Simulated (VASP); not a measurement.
# RPA total energies of C (Diamond), part 6 of 6

Wanted: where the RPA puts the energy minimum of C (Diamond). The scan starts from a database cell, scaled to the smallest volume of the series. The cell has space group Fd-3m. The start is a cell from a database of measured crystal structures.

VASP 6.6.1, plane waves and PAW; the level of theory is named at each step.

So far. Step 30 (Orbitals, volume ratio 1.06): The run ends at a pressure of -21.37 GPa. Step 31 (Exact exchange, volume ratio 1.06): The Hartree-Fock energy on these orbitals is -15.1152 eV an atom.

**32. Empty bands, volume ratio 1.06**

This step: PBE; plane waves and PAW (C_GW) (VASP 6.6.1).

The empty bands are made again, for the run that follows.

Contents of INCAR:

```
SYSTEM = C
PREC = Accurate
ENCUT = 560
ISMEAR = 0
SIGMA = 0.05
LREAL = .FALSE.
GGA = PE
NBANDS = 368
ALGO = Exact
NELM = 1
LWAVE = .TRUE.
LCHARG = .FALSE.
LOPTICS = .TRUE.
NEDOS = 1000
CSHIFT = 0.1
```

Contents of POSCAR:

```
C
1.0
    0.0000000000      1.8183469191      1.8183469191
    1.8183469191      0.0000000000      1.8183469191
    1.8183469191      1.8183469191      0.0000000000
C
2
Direct
    0.7500000000      0.7500000000      0.7500000000
    0.5000000000      0.5000000000      0.5000000000
```

Contents of KPOINTS:

```
Automatic mesh
0
Gamma
6 6 6
0 0 0
```

Potentials, in the order of the species: C_GW (PBE family, release 64).

Launch:

```sh
$ mpirun -np 8 vasp_std
```

Output:

```text
[banner, memory and clock lines left out]
running    8 mpi-ranks, on    1 nodes
[...]
[... a notice as in an earlier step ...]

 LDA part: xc-table for (Slater+PW92), standard interpolation
 found WAVECAR, reading the header
  number of bands has changed, file:    10 present:   368
  trying to continue reading WAVECAR, but it might fail
 POSCAR, INCAR and KPOINTS ok, starting setup
[...]
reading WAVECAR
 random initialization beyond band           10
 the WAVECAR file was read successfully
 initial charge from wavefunction
 entering main loop
       N       E                     dE             d eps       ncg     rms          rms(c)
DIA:   1    -0.181557106055E+02   -0.18156E+02    0.00000E+00     0   0.000E+00
   1 F= -.18155711E+02 E0= -.18155711E+02  d E =-.192910E-16
 writing wavefunctions
 optical routines
 imaginary and real dielectric function
 recalculating local potential from charge density
 direction            1
 direction            2
 direction            3
```

Run time: 3.2 s. Hardware: 8 MPI ranks of Intel Xeon 6975P-C (Granite Rapids), shared host; peak memory 0.83 GiB; 16 s of CPU time.

OUTCAR, selected parts (step 32):

```text
  Total       -1.6037676     -1.6037676     -1.6037676     -0.0000000      0.0000000     -0.0000000
  in kB     -213.6937332   -213.6937332   -213.6937332     -0.0000000      0.0000000     -0.0000000
  external PRESSURE =    -213.6937332 kB  Pullay stress =       0.0000000 kB

 POSITION                                       TOTAL-FORCE (eV/Angst)
 -----------------------------------------------------------------------------------
      2.72752      2.72752      2.72752        -0.000000     -0.000000     -0.000000
      1.81835      1.81835      1.81835         0.000000      0.000000      0.000000
 -----------------------------------------------------------------------------------
    total drift:                                0.000000     -0.000000      0.000000

  FREE ENERGIE OF THE ION-ELECTRON SYSTEM (eV)
  ---------------------------------------------------
  free  energy   TOTEN  =       -18.1557106055 eV

  energy  without entropy=      -18.1557106055  energy(sigma->0) =      -18.15571061

[... 1 part as in an earlier step ...]

[... 2 further parts left out ...]
[key lines of the parts left out:]
E-fermi :   9.2132
```

WAVECAR now holds 368 bands for 8 electrons.

**33. RPA correlation, volume ratio 1.06**

This step: RPA correlation on PBE orbitals; plane waves and PAW (C_GW) (VASP 6.6.1).

RPA correlation at this point.

Contents of INCAR:

```
SYSTEM = C
PREC = Accurate
ENCUT = 560
ISMEAR = 0
SIGMA = 0.05
LREAL = .FALSE.
GGA = PE
NBANDS = 368
ALGO = ACFDT
ENCUTGW = 200
NOMEGA = 12
PRECFOCK = Fast
LWAVE = .FALSE.
LCHARG = .FALSE.
```

POSCAR is that of step 32.

KPOINTS is that of step 32.

Launch:

```sh
$ mpirun -np 8 vasp_std
```

Output:

```text
[banner, memory and clock lines left out]
running    8 mpi-ranks, on    1 nodes
[...]
[... a notice as in an earlier step ...]

 LDA part: xc-table for (Slater+PW92), standard interpolation
 found WAVECAR, reading the header
 POSCAR, INCAR and KPOINTS ok, starting setup
[...]
reading WAVECAR
 the WAVECAR file was read successfully
 initial charge from wavefunction
 available memory per node:     57.28 GB, setting MAXMEM to     58656

 The Fermi energy was updated, please check that it is located mid-gap
 values below the HOMO (VB) or above the LUMO (CB) will cause erroneous energies
 E-fermi :  10.9478

 the WAVEDER file was read successfully
 set NWRITE>2 for more details about minimax calculation
 number of imaginary grid points requested:      12
 number of distinct grids requested:  1
 quadrature errors minimized for energies in [ 0.402E+01, 0.563E+03 ]
 bosonic grid (T=0, re) determined with error: 0.5226E-08
 bosonic grid (re): 0.5226E-08
[...]
NQ=  10    0.3333    0.3333    0.0000,
|.........|.........|.........|.........
 performed      37730000 updates of chi_q(r,r)
 total number of BLAS operations       1675.27 Gflops
NQ=  11    0.5000    0.3333    0.0000,
|.........|.........|.........|.........
 performed      41503000 updates of chi_q(r,r)
 total number of BLAS operations       1858.96 Gflops
NQ=  12   -0.3333    0.3333    0.0000,
|.........|.........|.........|.........
 performed      45276000 updates of chi_q(r,r)
 total number of BLAS operations       2057.05 Gflops
NQ=  13    0.5000    0.5000    0.0000,
|.........|.........|.........|.........
 performed      49049000 updates of chi_q(r,r)
 total number of BLAS operations       2250.27 Gflops
NQ=  14    0.5000    0.3333    0.1667,
|.........|.........|.........|.........
 performed      52822000 updates of chi_q(r,r)
 total number of BLAS operations       2433.96 Gflops
NQ=  15   -0.3333    0.3333    0.1667,
|.........|.........|.........|.........
 performed      56595000 updates of chi_q(r,r)
 total number of BLAS operations       2608.34 Gflops
NQ=  16   -0.3333    0.5000    0.1667,
|.........|.........|.........|.........
 performed      60368000 updates of chi_q(r,r)
 total number of BLAS operations       2801.57 Gflops
 entering main loop
```

Elapsed: 31 s, on 8 MPI ranks; peak memory 1.4 GiB.

From OUTCAR (step 33):

```text
      cutoff energy     smooth cutoff   RPA   correlation   Hartree contr. to MP2
---------------------------------------------------------------------------------
            200.000           160.000      -12.8831567139      -20.2438968969
            190.476           152.381      -12.7922550584      -20.1411808191
            181.406           145.125      -12.6959954033      -20.0318774716
            172.768           138.214      -12.5925448213      -19.9138427441
            164.541           131.632      -12.4826021350      -19.7880196384
            156.705           125.364      -12.3667786569      -19.6549286601
            149.243           119.394      -12.2424381445      -19.5112791846
            142.136           113.709      -12.1115088057      -19.3586019450
  linear regression

[... 2 parts as in an earlier step ...]

[... 2 further parts left out ...]
[key lines of the parts left out:]
E-fermi :  10.9478
```

Extrapolated by the program to an infinite response cutoff, the correlation energy is -7.0163 eV an atom, -17 meV against the point before. With exact exchange the total is -22.1316 eV an atom.

**34. Comparison: r2SCAN, volume ratio 1.06**

This step: r2SCAN; plane waves and PAW (C_GW) (VASP 6.6.1).

The comparison at this point.

Contents of INCAR:

```
SYSTEM = C
PREC = Accurate
ENCUT = 560
EDIFF = 1E-06
NELM = 100
ISMEAR = 0
SIGMA = 0.05
LREAL = .FALSE.
ALGO = Normal
METAGGA = R2SCAN
LASPH = .TRUE.
NBANDS = 10
LWAVE = .FALSE.
LCHARG = .FALSE.
KPAR = 8
```

POSCAR is that of step 33.

KPOINTS is that of step 33.

Launch:

```sh
$ mpirun -np 8 vasp_std
```

Output:

```text
[... set-up lines as in an earlier step ...]
 entering main loop
       N       E                     dE             d eps       ncg     rms          rms(c)
DAV:   1     0.187207321207E+02    0.18721E+02   -0.48016E+03   328   0.840E+02
DAV:   2    -0.219501994656E+02   -0.40671E+02   -0.38259E+02   412   0.242E+02
DAV:   3    -0.228143909006E+02   -0.86419E+00   -0.86111E+00   418   0.280E+01
DAV:   4    -0.228174185760E+02   -0.30277E-02   -0.30271E-02   376   0.164E+00
[...]
DAV:   9    -0.196229648456E+02   -0.88569E-04   -0.41526E-05   408   0.113E-01    0.112E-02
DAV:  10    -0.196229692302E+02   -0.43846E-05   -0.16278E-06   392   0.174E-02    0.252E-03
DAV:  11    -0.196229690778E+02    0.15247E-06   -0.37110E-07   206   0.676E-03
   1 F= -.19622969E+02 E0= -.19622969E+02  d E =-.535986E-20
```

It took 4 s on 8 MPI ranks; peak memory 0.77 GiB; 21 s of CPU time.

Parts of OUTCAR (step 34):

```text
  Total       -1.9068080     -1.9068080     -1.9068080      0.0000000     -0.0000000      0.0000000
  in kB     -254.0722945   -254.0722945   -254.0722945      0.0000000     -0.0000000      0.0000000
  external PRESSURE =    -254.0722945 kB  Pullay stress =       0.0000000 kB

  FREE ENERGIE OF THE ION-ELECTRON SYSTEM (eV)
  ---------------------------------------------------
  free  energy   TOTEN  =       -19.6229690778 eV

  energy  without entropy=      -19.6229690778  energy(sigma->0) =      -19.62296908

[... 3 parts as in an earlier step ...]

[... 1 further part left out ...]
[key lines of the parts left out:]
E-fermi :   9.2291
```

Its energy is -9.8115 eV an atom, on a zero of its own.

**35. Orbitals for comparison: HSE06, volume ratio 1.06**

This step: PBE; plane waves and PAW (C_GW) (VASP 6.6.1).

Starting orbitals, as before.

Contents of INCAR:

```
SYSTEM = C
PREC = Accurate
ENCUT = 560
EDIFF = 1E-05
NELM = 100
ISMEAR = 0
SIGMA = 0.05
LREAL = .FALSE.
ALGO = Normal
GGA = PE
NBANDS = 10
LORBIT = 11
LWAVE = .TRUE.
LCHARG = .FALSE.
KPAR = 8
```

POSCAR is that of step 34.

KPOINTS is that of step 34.

Launch:

```sh
$ mpirun -np 8 vasp_std
```

Output:

```text
[... set-up lines as in an earlier step ...]
 entering main loop
       N       E                     dE             d eps       ncg     rms          rms(c)
[... 10 cycles as in an earlier step ...]
DAV:  11    -0.181557104851E+02   -0.23740E-06   -0.29894E-07   166   0.575E-03
   1 F= -.18155710E+02 E0= -.18155710E+02  d E =-.288946E-12
 writing wavefunctions
```

Elapsed: 1.6 s, on 8 MPI ranks; peak memory 0.83 GiB; 5.4 s of CPU time.

From OUTCAR (step 35):

```text
  Total       -1.6039830     -1.6039830     -1.6039830      0.0000000      0.0000000      0.0000000
  in kB     -213.7224405   -213.7224405   -213.7224405      0.0000000      0.0000000      0.0000000
  external PRESSURE =    -213.7224405 kB  Pullay stress =       0.0000000 kB

  FREE ENERGIE OF THE ION-ELECTRON SYSTEM (eV)
  ---------------------------------------------------
  free  energy   TOTEN  =       -18.1557104851 eV

  energy  without entropy=      -18.1557104851  energy(sigma->0) =      -18.15571049

[... 3 parts as in an earlier step ...]

[... 1 further part left out ...]
[key lines of the parts left out:]
E-fermi :   9.1657
```

The run ends at a pressure of -21.37 GPa.

**36. Comparison: HSE06, volume ratio 1.06**

This step: HSE06; plane waves and PAW (C_GW) (VASP 6.6.1).

The comparison at this point.

Contents of INCAR:

```
SYSTEM = C
PREC = Accurate
ENCUT = 560
EDIFF = 1E-06
NELM = 100
ISMEAR = 0
SIGMA = 0.05
LREAL = .FALSE.
ALGO = Normal
LHFCALC = .TRUE.
AEXX = 0.25
GGA = PE
HFSCREEN = 0.2
LASPH = .TRUE.
NBANDS = 10
PRECFOCK = Fast
LWAVE = .FALSE.
LCHARG = .FALSE.
KPAR = 8
```

POSCAR is that of step 35.

KPOINTS is that of step 35.

The run starts from files that an earlier step left in the folder.

Launch:

```sh
$ mpirun -np 8 vasp_std
```

Output:

```text
[... set-up lines as in an earlier step ...]
 entering main loop
       N       E                     dE             d eps       ncg     rms          rms(c)
DAV:   1    -0.210328700138E+02   -0.21033E+02   -0.31591E-01   442   0.716E+00    0.362E-01
DAV:   2    -0.210330142296E+02   -0.14422E-03   -0.15392E-03   344   0.323E-01    0.226E-01
DAV:   3    -0.210323104839E+02    0.70375E-03   -0.45236E-04   366   0.261E-01    0.126E-01
DAV:   4    -0.210321233918E+02    0.18709E-03   -0.14259E-04   446   0.150E-01    0.700E-02
DAV:   5    -0.210320730658E+02    0.50326E-04   -0.34638E-05   452   0.772E-02    0.394E-02
DAV:   6    -0.210320588410E+02    0.14225E-04   -0.82294E-06   456   0.393E-02    0.224E-02
DAV:   7    -0.210320547647E+02    0.40764E-05   -0.19814E-06   324   0.198E-02    0.129E-02
DAV:   8    -0.210320535686E+02    0.11961E-05   -0.44711E-07   170   0.101E-02    0.753E-03
DAV:   9    -0.210320532031E+02    0.36557E-06   -0.21282E-07   166   0.515E-03
   1 F= -.21032053E+02 E0= -.21032053E+02  d E =-.379728E-16
```

It took 9.8 s on 8 MPI ranks; peak memory 1.5 GiB.

From OUTCAR (step 36):

```text
 POSITION                                       TOTAL-FORCE (eV/Angst)
 -----------------------------------------------------------------------------------
      2.72752      2.72752      2.72752        -0.000000     -0.000000     -0.000000
      1.81835      1.81835      1.81835         0.000000      0.000000      0.000000
 -----------------------------------------------------------------------------------
    total drift:                                0.000000     -0.000000     -0.000000

  FREE ENERGIE OF THE ION-ELECTRON SYSTEM (eV)
  ---------------------------------------------------
  free  energy   TOTEN  =       -21.0320532031 eV

  energy  without entropy=      -21.0320532031  energy(sigma->0) =      -21.03205320

[... 2 parts as in an earlier step ...]

[... 1 further part left out ...]
[key lines of the parts left out:]
E-fermi :   8.5835
```

Its energy is -10.5160 eV an atom, on a zero of its own.

**37. Summary**

This step: exact exchange and RPA correlation on PBE orbitals, beside r2SCAN, beside HSE06; plane waves and PAW (VASP 6.6.1).

No new run; the numbers come from the runs before.

This step gave:

* equilibrium volume, EXX+RPA: 5.734 Å³/atom
* bulk modulus: 432.4 GPa

Energy above the lowest point against volume; values in meV/atom:

```tsv
volume (Å³/atom)	PBE	EXX	EXX+RPA	r2SCAN	HSE06
5.332	35.0	14.3	42.0	26.7	14.8
5.502	9.44	0	12.8	5.27	0
5.672	0	3.04	0	0	1.31
5.842	4.71	21.3	1.92	8.93	16.8
6.012	21.6	52.7	16.0	30.1	44.5
```

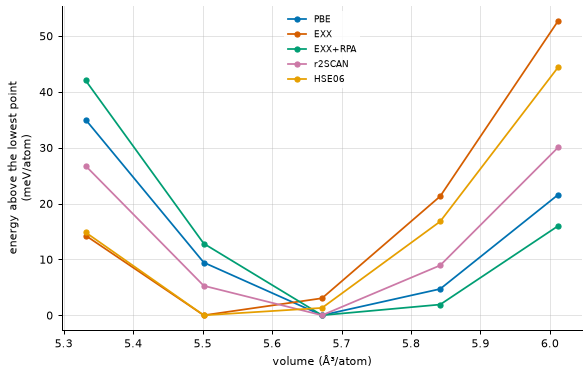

Energy above the lowest point against volume.

Cost is wall time times ranks on a shared host; the EXX and RPA rows hold the orbitals run too, the hybrid row not its starting run, and runs of a few seconds are mostly start-up. Fits of the equation of state:

```tsv
level	V0 (Å³/atom)	B0 (GPa)	fit error (meV/atom)	minimum inside the series	cost a point (core minutes)
PBE	5.697	434	0.01356	yes	0.24
EXX	5.554	510.8	0.01023	yes	1.35
EXX+RPA	5.734	432.4	0.06629	yes	5.88
r2SCAN	5.646	450.1	0.01366	yes	0.5
HSE06	5.571	471	0.01321	yes	1.5
```

**38. What came out**

```
PBE     : V0 5.697 Å³/atom, B0 434 GPa
EXX     : V0 5.554 Å³/atom, B0 511 GPa
EXX+RPA : V0 5.734 Å³/atom, B0 432 GPa
r2SCAN  : V0 5.646 Å³/atom, B0 450 GPa
HSE06   : V0 5.571 Å³/atom, B0 471 GPa
```

What this shows: Exact exchange with RPA correlation puts the minimum at 5.734 Å³ an atom, with a bulk modulus of 432 GPa. PBE puts the volume 0.65 % below EXX+RPA, at roughly 1/24 of its cost. r2SCAN puts the volume 1.5 % below EXX+RPA, at roughly 1/12 of its cost. HSE06 puts the volume 2.8 % below EXX+RPA, at roughly 1/4 of its cost. Correlation widens the exact-exchange volume by 3.2 %. Mesh, ENCUT and response cutoff weren't varied, and the extrapolation in the response cutoff changes with the volume, so small differences in volume between the levels aren't resolved. Exact exchange and correlation are taken on one coarse mesh and aren't self-consistent; the correlation energy is extrapolated in the response cutoff by the program, which at the first volume adds -604 meV an atom to the value at the highest cutoff and varies with the volume; a small fit error says nothing about that part. NBANDS follows the largest plane-wave count of any k point, which rises in steps with the volume. The cheaper functionals share the mesh, and the fits are third-order Birch-Murnaghan curves. Not tabulated here, as repeats of values shown or as unfit to read for their mesh, reference level or band range: eps2 curves (empty bands); eps1 curves and static values (empty bands); gaps (empty bands).

[Lines on the potential files, build, host, timing and source positions are cut from VASP's logs without a mark.]

[Logs are printed without paths, hosts, clocks, repeated set-up lines and the standing remarks that a program may print on its own settings, such as how far it seeks lower states.]

[Hosts, paths, dates, database ids (printed as entryN), source tags and the programs' standing remarks are cut or masked in the printed files.]

[Pressures printed for these runs are not shown converged in the cutoff: they can be off by several GPa and have the wrong sign.]
